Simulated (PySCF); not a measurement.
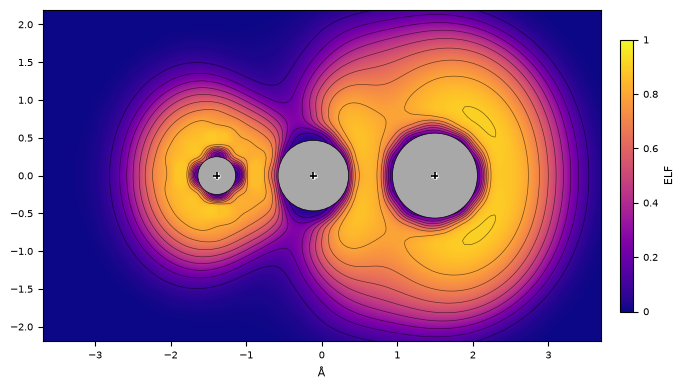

The electron localisation function on a plane through atoms (crosses mark nuclei in the plane; grey discs cover the cores).

These are results of PBE0/pcSseg-2, SCF density, gas phase, non-relativistic (PySCF), not measurements.

Candidates:
A. BFS (SMILES FB=S)
B. C3H5N (SMILES C1=NCC1)

### Which system is this?

Candidate A: BFS on a plane that holds the molecular axis, which holds F, B and S. B–F (1.28 Å): the ELF peaks at about 0.85 between the atoms; a short, strongly polar bond. B–S (1.61 Å): the ELF peaks at about 0.85 between the atoms, as expected for a covalent bond.
